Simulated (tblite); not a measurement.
# C₃H₈ClFSi: geometry relaxation

- system: C₃H₈ClFSi, SMILES CC(F)(Cl)C[SiH3]
- method: GFN2-xTB geometry optimisation, gas phase (tblite 0.8.0)

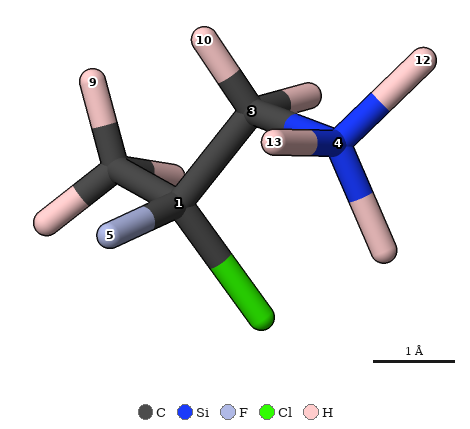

Figure 1. The structure as given in the input (stick view, seen at a tilt; atoms are numbered from 1 in the order of the input).

Input:
```
{"job": {"kind": "relax", "xc": "GFN2-xTB", "basis": "xTB"}, "charge": 0, "multiplicity": 1}
C     -0.680216    -0.486135     0.027266
C     -1.994405     0.122987     0.531123
C      0.444224     0.483278     0.332999
Si     2.118170    -0.103391    -0.263809
F     -0.510174    -1.702512     0.561639
Cl    -0.782618    -0.693018    -1.743075
H     -2.741317    -0.675868     0.595872
H     -2.313298     0.874140    -0.230671
H     -1.848829     0.665231     1.486412
H      0.462169     0.688536     1.389962
H      0.193533     1.438132    -0.217616
H      2.987842     1.084826    -0.241981
H      2.657422    -1.173262     0.584774
H      1.964076    -0.600375    -1.617383
```

The first line tells a small driver script what to run in tblite; the rest is the geometry in Å.

Run as:
```bash
OMP_NUM_THREADS=1 python <driver script> task.json out
```

The program's output:
```
step      E/eV     max force
  0    -585.44897    1.660
  1    -585.53805    0.603
  2    -585.56217    0.429
  3    -585.57812    0.383
  4    -585.59490    0.325
  5    -585.60682    0.262
  6    -585.61495    0.235
  7    -585.62219    0.217
  8    -585.63009    0.313
  9    -585.63816    0.281
 10    -585.64450    0.224
 11    -585.64801    0.171
 12    -585.64984    0.104
 13    -585.65130    0.101
 14    -585.65264    0.115
 15    -585.65396    0.124
 16    -585.65541    0.125
 17    -585.65682    0.133
 18    -585.65790    0.099
 19    -585.65870    0.104
 20    -585.65964    0.123
 21    -585.66123    0.162
 22    -585.66370    0.210
 23    -585.66641    0.175
 24    -585.66838    0.134
 25    -585.67015    0.133
 26    -585.67220    0.136
 27    -585.67440    0.147
 28    -585.67642    0.132
 29    -585.67798    0.114
 30    -585.67930    0.105
 31    -585.68071    0.137
 32    -585.68218    0.109
 33    -585.68334    0.092
 34    -585.68418    0.077
 35    -585.68497    0.070
 36    -585.68565    0.075
 37    -585.68611    0.068
 38    -585.68647    0.048
 39    -585.68675    0.040
 40    -585.68698    0.038
 41    -585.68718    0.034
 42    -585.68741    0.037
 43    -585.68763    0.041
 44    -585.68785    0.038
 45    -585.68804    0.043
 46    -585.68823    0.046
 47    -585.68844    0.042
 48    -585.68870    0.045
 49    -585.68895    0.036
 50    -585.68915    0.035
 51    -585.68932    0.031
 52    -585.68949    0.044
 53    -585.68965    0.035
 54    -585.68976    0.025
 55    -585.68983    0.021
 56    -585.68988    0.023
 57    -585.68994    0.027
 58    -585.69002    0.032
 59    -585.69008    0.025
 60    -585.69012    0.015
 61    -585.69016    0.017
 62    -585.69019    0.019
 63    -585.69023    0.021
 64    -585.69026    0.015
 65    -585.69029    0.018
 66    -585.69033    0.022
 67    -585.69039    0.025
 68    -585.69047    0.026
 69    -585.69054    0.022
 70    -585.69060    0.020
 71    -585.69067    0.019
 72    -585.69075    0.026
 73    -585.69088    0.031
 74    -585.69103    0.039
 75    -585.69116    0.033
 76    -585.69126    0.027
 77    -585.69133    0.025
 78    -585.69143    0.037
 79    -585.69155    0.050
 80    -585.69169    0.046
 81    -585.69179    0.028
 82    -585.69185    0.018
 83    -585.69190    0.016
 84    -585.69194    0.020
 85    -585.69198    0.017
 86    -585.69201    0.017
 87    -585.69205    0.017
 88    -585.69210    0.024
 89    -585.69217    0.029
 90    -585.69229    0.034
 91    -585.69244    0.038
 92    -585.69262    0.035
 93    -585.69278    0.036
 94    -585.69291    0.050
 95    -585.69308    0.041
 96    -585.69344    0.039
 97    -585.69371    0.048
 98    -585.69410    0.054
 99    -585.69437    0.050
100    -585.69461    0.052
101    -585.69489    0.057
102    -585.69523    0.106
103    -585.69586    0.089
104    -585.69684    0.063
105    -585.69745    0.064
106    -585.69779    0.083
107    -585.69826    0.068
108    -585.69850    0.042
109    -585.69867    0.041
110    -585.69873    0.053
111    -585.69885    0.053
112    -585.69895    0.023
113    -585.69903    0.011
114    -585.69908    0.015
115    -585.69910    0.011
116    -585.69912    0.008
117    -585.69913    0.008
```

Trajectory as extended XYZ (Å, eV, eV/Å), 8 of the 31 frames kept, from step=0 to step=117:
```
14
Properties=species:S:1:pos:R:3:forces:R:3 step=0 energy=-585.44897
C    -0.6802   -0.4861    0.0273   -0.5380   1.5520   0.2410
C    -1.9944    0.1230    0.5311   -0.2820   0.4580  -0.6300
C     0.4442    0.4833    0.3330   -0.3490   0.6710  -0.8680
Si    2.1182   -0.1034   -0.2638    0.9700  -0.2130  -0.1430
F    -0.5102   -1.7025    0.5616    0.3730  -0.6630   0.3630
Cl   -0.7826   -0.6930   -1.7431   -0.1780  -0.2090  -0.2370
H    -2.7413   -0.6759    0.5959    0.0570   0.4010   0.1790
H    -2.3133    0.8741   -0.2307    0.0270  -0.5650   0.6610
H    -1.8488    0.6652    1.4864   -0.1790  -0.6350  -0.4760
H     0.4622    0.6885    1.3900   -0.0820   0.1140   0.3570
H     0.1935    1.4381   -0.2176    0.1720  -0.8600   0.7050
H     2.9878    1.0848   -0.2420   -0.0450  -0.1540   0.0340
H     2.6574   -1.1733    0.5848   -0.0950   0.1320   0.0030
H     1.9641   -0.6004   -1.6174    0.1490  -0.0300  -0.1870
14
Properties=species:S:1:pos:R:3:forces:R:3 step=16 energy=-585.65541
C    -0.7093   -0.4012    0.0171   -0.0620  -0.0350   0.1040
C    -2.0483    0.1266    0.5128   -0.0180   0.0260   0.0110
C     0.4618    0.5184    0.2762   -0.0530   0.0230   0.0130
Si    2.1667   -0.1227   -0.3080    0.0470  -0.0080  -0.0150
F    -0.4684   -1.6070    0.6309    0.0510  -0.0720   0.0360
Cl   -0.8572   -0.7704   -1.7332    0.0140   0.0080  -0.0520
H    -2.7727   -0.6868    0.5576    0.0540   0.0630  -0.0500
H    -2.4146    0.8970   -0.1599   -0.0040  -0.0010   0.0130
H    -1.9351    0.5523    1.5091    0.0060  -0.0650  -0.0100
H     0.5028    0.6642    1.3577    0.0100   0.0520   0.0130
H     0.2396    1.4852   -0.1700   -0.0090   0.0340  -0.0510
H     3.0553    1.0380   -0.2251    0.0140   0.0180   0.0110
H     2.6257   -1.1612    0.6098   -0.0400  -0.0380   0.0070
H     2.1102   -0.6096   -1.6794   -0.0120  -0.0050  -0.0300
14
Properties=species:S:1:pos:R:3:forces:R:3 step=36 energy=-585.68565
C    -0.6820   -0.3917    0.0522   -0.0260  -0.0080   0.0630
C    -2.0353    0.0964    0.5401   -0.0190  -0.0090   0.0010
C     0.4533    0.5920    0.2196   -0.0410  -0.0230   0.0170
Si    2.1454   -0.1334   -0.3064   -0.0200   0.0180  -0.0040
F    -0.3711   -1.5534    0.7242   -0.0200   0.0410  -0.0300
Cl   -0.8320   -0.8514   -1.6784   -0.0250  -0.0130  -0.0150
H    -2.7865   -0.6737    0.3755    0.0050   0.0140   0.0120
H    -2.3204    0.9934   -0.0026    0.0020  -0.0050   0.0200
H    -1.9870    0.3153    1.6068    0.0390  -0.0090  -0.0590
H     0.4828    0.8719    1.2750    0.0310   0.0010  -0.0120
H     0.2180    1.4938   -0.3438    0.0020  -0.0300  -0.0230
H     3.1035    0.9556   -0.1304    0.0540   0.0390   0.0350
H     2.4544   -1.2563    0.5717    0.0110  -0.0160   0.0060
H     2.1134   -0.5358   -1.7079    0.0050   0.0000  -0.0120
14
Properties=species:S:1:pos:R:3:forces:R:3 step=52 energy=-585.68949
C    -0.6916   -0.4013    0.0497    0.0240  -0.0120   0.0340
C    -2.0356    0.0973    0.5519    0.0240  -0.0020  -0.0160
C     0.4456    0.5852    0.1938    0.0040  -0.0030   0.0020
Si    2.1544   -0.1275   -0.3006   -0.0280   0.0020  -0.0030
F    -0.3788   -1.5572    0.7272    0.0030   0.0030   0.0100
Cl   -0.8551   -0.8786   -1.6752   -0.0200  -0.0020  -0.0210
H    -2.8018   -0.6554    0.3814    0.0020  -0.0070   0.0110
H    -2.3086    1.0094    0.0308   -0.0130   0.0170  -0.0090
H    -1.9679    0.2960    1.6202    0.0070  -0.0030  -0.0090
H     0.4749    0.9022    1.2382   -0.0040  -0.0010   0.0020
H     0.2081    1.4641   -0.4035    0.0090   0.0090  -0.0020
H     3.1178    0.9497   -0.0603   -0.0130   0.0040   0.0010
H     2.4506   -1.2711    0.5566   -0.0100  -0.0100  -0.0110
H     2.1446   -0.4902   -1.7148    0.0160   0.0040   0.0120
14
Properties=species:S:1:pos:R:3:forces:R:3 step=68 energy=-585.69047
C    -0.6905   -0.4036    0.0486   -0.0100  -0.0030   0.0150
C    -2.0314    0.0985    0.5539   -0.0110   0.0020   0.0060
C     0.4438    0.5854    0.1857    0.0040  -0.0040   0.0030
Si    2.1519   -0.1275   -0.2997    0.0230  -0.0090  -0.0100
F    -0.3745   -1.5555    0.7313   -0.0030   0.0090   0.0030
Cl   -0.8615   -0.8901   -1.6741   -0.0020   0.0030  -0.0020
H    -2.7975   -0.6587    0.4028    0.0050   0.0000   0.0000
H    -2.3133    1.0046    0.0259    0.0010  -0.0090  -0.0150
H    -1.9542    0.3118    1.6188    0.0050  -0.0060  -0.0030
H     0.4724    0.9077    1.2283   -0.0050   0.0050   0.0080
H     0.2080    1.4611   -0.4166   -0.0050   0.0090  -0.0050
H     3.1055    0.9512   -0.0247   -0.0010  -0.0230  -0.0030
H     2.4297   -1.2930    0.5343    0.0000   0.0100  -0.0040
H     2.1682   -0.4694   -1.7191    0.0010   0.0150   0.0060
14
Properties=species:S:1:pos:R:3:forces:R:3 step=84 energy=-585.69194
C    -0.6857   -0.4002    0.0602   -0.0090  -0.0090  -0.0150
C    -2.0326    0.0965    0.5538    0.0000   0.0040   0.0000
C     0.4444    0.5961    0.1816   -0.0080  -0.0030   0.0040
Si    2.1485   -0.1285   -0.3049    0.0020   0.0030  -0.0020
F    -0.3642   -1.5391    0.7609   -0.0010   0.0010   0.0130
Cl   -0.8500   -0.9152   -1.6563    0.0070   0.0000   0.0110
H    -2.7783   -0.6896    0.4558    0.0040   0.0050  -0.0040
H    -2.3457    0.9613   -0.0232    0.0020   0.0040  -0.0030
H    -1.9482    0.3718    1.6035   -0.0060   0.0000   0.0010
H     0.4742    0.9314    1.2199    0.0050  -0.0040   0.0130
H     0.2027    1.4642   -0.4296    0.0020   0.0000  -0.0060
H     3.1310    0.8984    0.0490   -0.0040   0.0050   0.0040
H     2.3759   -1.3454    0.4671    0.0080  -0.0030  -0.0080
H     2.1846   -0.3792   -1.7424   -0.0020  -0.0020  -0.0080
14
Properties=species:S:1:pos:R:3:forces:R:3 step=104 energy=-585.69684
C    -0.6702   -0.4109    0.1367   -0.0080  -0.0310  -0.0140
C    -2.0429    0.1122    0.5177   -0.0190  -0.0310   0.0140
C     0.4497    0.5980    0.2083    0.0060   0.0090   0.0330
Si    2.1318   -0.1223   -0.3550    0.0540   0.0270  -0.0180
F    -0.3665   -1.4718    0.9591   -0.0300   0.0190   0.0080
Cl   -0.7459   -1.0953   -1.5242   -0.0040  -0.0100  -0.0210
H    -2.7693   -0.6954    0.4794   -0.0220  -0.0360  -0.0090
H    -2.3527    0.8977   -0.1644    0.0350   0.0230  -0.0090
H    -2.0117    0.5013    1.5332    0.0220   0.0270   0.0110
H     0.5146    0.9341    1.2434    0.0080   0.0080   0.0470
H     0.1796    1.4642   -0.3933   -0.0070  -0.0110  -0.0220
H     3.1489    0.7803    0.1924   -0.0070  -0.0110  -0.0050
H     2.3078   -1.4698    0.1771   -0.0320   0.0290  -0.0110
H     2.1834   -0.0998   -1.8149    0.0050  -0.0140  -0.0050
14
Properties=species:S:1:pos:R:3:forces:R:3 step=117 energy=-585.69913
C    -0.6643   -0.4230    0.1668    0.0000   0.0010  -0.0040
C    -2.0437    0.1154    0.4989   -0.0020  -0.0020   0.0010
C     0.4519    0.5929    0.2328    0.0000   0.0010   0.0000
Si    2.1270   -0.1075   -0.3789   -0.0070  -0.0020   0.0020
F    -0.3824   -1.4559    1.0294    0.0020   0.0020   0.0030
Cl   -0.7009   -1.1593   -1.4740    0.0000   0.0010  -0.0010
H    -2.7751   -0.6891    0.4680   -0.0010  -0.0020   0.0000
H    -2.3262    0.8828   -0.2156    0.0020   0.0010   0.0010
H    -2.0294    0.5400    1.5011   -0.0030   0.0010  -0.0020
H     0.5310    0.9195    1.2709    0.0050  -0.0040   0.0010
H     0.1635    1.4607   -0.3584    0.0000  -0.0010   0.0000
H     3.1601    0.7501    0.2060    0.0020   0.0050  -0.0020
H     2.2757   -1.4814    0.0853   -0.0020  -0.0050   0.0040
H     2.1693   -0.0226   -1.8368    0.0030   0.0030  -0.0030
```

Key numbers:

- outcome: converged
- total energy: −585.6991 eV
- hardware: 1 CPU thread, shared host
- wall time: 4.4 s
- peak memory: 0.18 GiB
